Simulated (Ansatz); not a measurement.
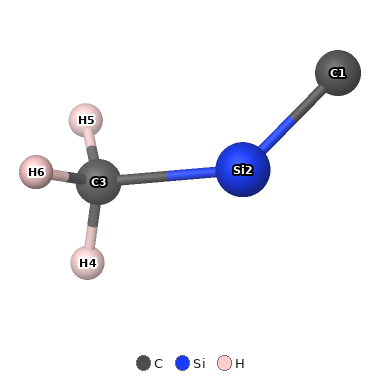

The system is C₂H₃Si, SMILES [C-]#[Si]C, charge −1; the picture shows the reference structure. 
- Coordinates scanned: (1) angle C1–Si2–C3; (2) change of the bonds Si2–C1, Si2–C3, all alike.
- Nothing is relaxed (all other coordinates rigid).
- The scan uses a 13 × 13 grid.
- Points are written as (first, second).
- Energies: kcal/mol, counted from the lowest grid point.
- The calculation used RKS PBE0-D4/def2-TZVPD in Ansatz 0.2.0.

Its coordinates:

```json
{"atom": "C", "x (Å)": "0.7717", "y (Å)": "-2.3618", "z (Å)": "0.7196"}
{"atom": "Si", "x (Å)": "-0.4282", "y (Å)": "-1.1422", "z (Å)": "0.5594"}
{"atom": "C", "x (Å)": "-0.1242", "y (Å)": "0.6136", "z (Å)": "-0.2074"}
{"atom": "H", "x (Å)": "-0.7911", "y (Å)": "0.7762", "z (Å)": "-1.0590"}
{"atom": "H", "x (Å)": "0.9087", "y (Å)": "0.7229", "z (Å)": "-0.5444"}
{"atom": "H", "x (Å)": "-0.3370", "y (Å)": "1.3913", "z (Å)": "0.5318"}
```

Range: angle C1–Si2–C3 from 79.7 to 169.7°; change of the bonds Si2–C1, Si2–C3, all alike from −0.201 to 0.311 Å.

Question: What landscape does the calculation give?

Answer: The lowest grid point is at (79.7°, 0.012 Å). It lies at the edge of the scanned range, so the true minimum may lie outside. There is a further well near (124.7°, 0.012 Å) (1.1 kcal/mol above the lowest at that grid point). The highest grid point, (169.7°, 0.311 Å), lies 41.5 kcal/mol above the lowest.

| second ↓, first → | 79.7 | 87.2 | 94.7 | 102.2 | 109.7 | 117.2 | 124.7 | 132.2 | 139.7 | 147.2 | 154.7 | 162.2 | 169.7 |
| --- | --- | --- | --- | --- | --- | --- | --- | --- | --- | --- | --- | --- | --- |
| 0.311 | 24.5 | 25.6 | 26.4 | 27.4 | 28.5 | 29.9 | 31.6 | 33.4 | 35.3 | 37.2 | 38.9 | 40.4 | 41.5 |
| 0.268 | 18.7 | 19.8 | 20.7 | 21.5 | 22.5 | 23.8 | 25.3 | 26.9 | 28.6 | 30.3 | 31.9 | 33.3 | 34.2 |
| 0.226 | 13.5 | 14.6 | 15.4 | 16.2 | 17.1 | 18.2 | 19.4 | 20.8 | 22.4 | 23.9 | 25.3 | 26.5 | 27.4 |
| 0.183 | 8.8 | 9.9 | 10.7 | 11.3 | 12.0 | 12.9 | 13.9 | 15.1 | 16.5 | 17.8 | 19.1 | 20.1 | 20.9 |
| 0.140 | 4.8 | 5.9 | 6.6 | 7.2 | 7.7 | 8.3 | 9.1 | 10.1 | 11.2 | 12.3 | 13.4 | 14.4 | 15.1 |
| 0.098 | 1.9 | 3.0 | 3.6 | 4.0 | 4.3 | 4.7 | 5.3 | 6.0 | 6.9 | 7.8 | 8.8 | 9.6 | 10.2 |
| 0.055 | 0.2 | 1.2 | 1.8 | 2.0 | 2.1 | 2.2 | 2.5 | 3.0 | 3.6 | 4.3 | 5.1 | 5.8 | 6.3 |
| 0.012 | 0.0 | 1.0 | 1.4 | 1.5 | 1.3 | 1.2 | 1.1 | 1.3 | 1.7 | 2.2 | 2.8 | 3.3 | 3.8 |
| −0.030 | 1.6 | 2.5 | 2.9 | 2.7 | 2.3 | 1.9 | 1.6 | 1.5 | 1.6 | 1.8 | 2.2 | 2.6 | 3.0 |
| −0.073 | 5.6 | 6.4 | 6.6 | 6.3 | 5.6 | 4.8 | 4.2 | 3.7 | 3.6 | 3.6 | 3.8 | 4.1 | 4.3 |
| −0.116 | 12.3 | 13.1 | 13.2 | 12.6 | 11.6 | 10.5 | 9.5 | 8.7 | 8.3 | 8.0 | 8.0 | 8.2 | 8.3 |
| −0.159 | 22.5 | 23.1 | 23.1 | 22.3 | 21.0 | 19.5 | 18.1 | 17.0 | 16.2 | 15.7 | 15.5 | 15.4 | 15.5 |
| −0.201 | 36.2 | 36.8 | 36.7 | 35.7 | 34.1 | 32.2 | 30.4 | 28.9 | 27.7 | 27.0 | 26.5 | 26.3 | 26.3 |

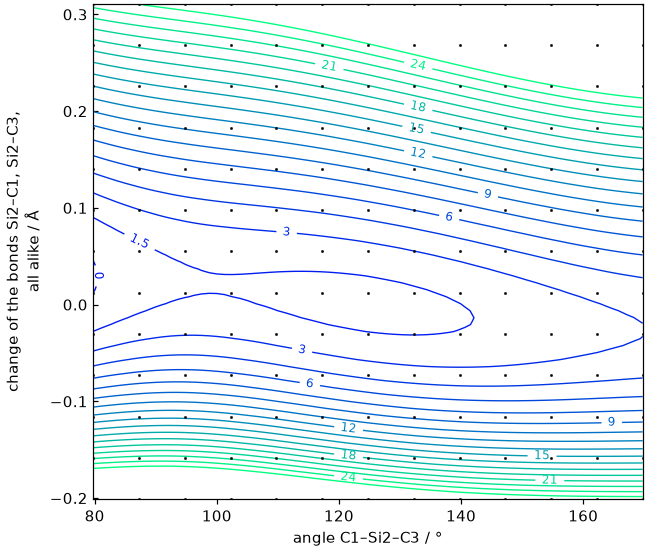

In the figure: contour lines labelled in kcal/mol (none above 25.5), dots at the grid points. Between grid points the surface is interpolated.

Each point was launched as `ansatz run input.yaml --threads 1 --pin off --max-ram 2560MiB --backend cpu --events-out ev --progress --plain --runs-dir out`. The whole map (169 points run) took 10 min on 1 thread of Arm Neoverse V2, on a shared host.
